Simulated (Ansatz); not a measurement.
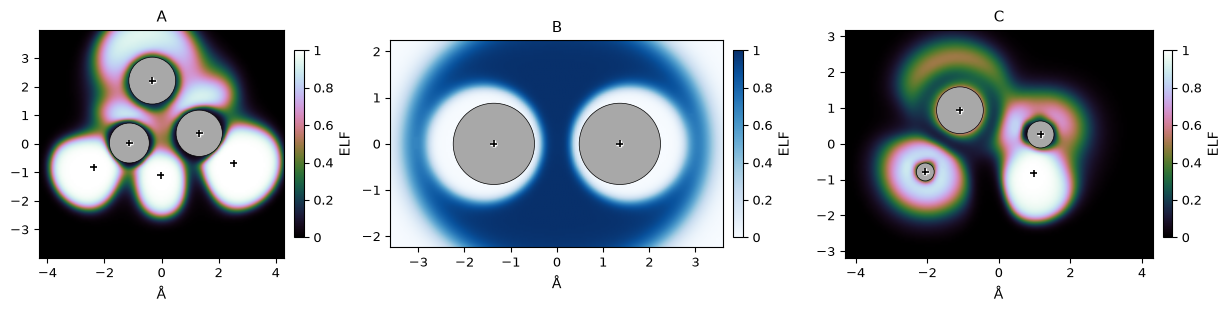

The ELF of 3 systems, each on a plane through atoms (crosses mark nuclei in the plane; grey discs cover the cores).

Theory: Ansatz 0.2.0, isolated molecule in a Gaussian basis; Kohn-Sham density functional theory, functional PBE0.

System 1: CH3FSn (triplet), the plane of atoms Sn3, C1 and H4. Geometry: B3LYP-D3(BJ)/def2-SVP; core potentials replace the inner electrons of Sn.

```xyz
6

C    -1.1452   -0.3842   -1.8059
F     1.7211    0.5861   -0.2880
Sn    1.0998   -0.9363   -1.3867
H    -1.1539    0.5621   -1.2508
H    -1.2387   -0.2807   -2.8909
H    -1.7459   -1.1828   -1.3610
```

System 2: AlGeH3Si (SMILES [AlH]1[SiH2][Ge]1), the molecular plane. Geometry: BLYP-D3(BJ)/def2-SVP.

```xyz
6

Al   -1.1725    2.7908    3.4546
Ge   -0.8492    4.8500    2.1256
Si    0.0479    2.8630    1.3069
H    -1.4796    1.5724    4.4413
H    -0.1926    1.5811    2.2031
H     0.8297    2.2376    0.1805
```

System 3: Li2, a plane that holds the molecular axis. Geometry: B3LYP/6-31G*.

```xyz
2

Li    0.0000    0.0000   -1.3635
Li    0.0000    0.0000    1.3635
```

**Match each panel to its system.**

Panel A is system 2, AlGeH3Si: the plane holds Al, Ge, Si and H. Si–Ge (2.33 Å): the ELF peaks at about 0.80 between the atoms (a shared electron pair). Panel B is system 3, Li2: the plane holds Li. Li–Li (2.73 Å): the ELF peaks at about 1 between the atoms. Panel C is system 1, CH3FSn: the plane holds C, F, Sn and H. Sn–F (1.98 Å): the ELF peaks at about 0.80 in the valence shell of F, 0.5 Å from its nucleus, and drops to about 0.15 between the two atoms.
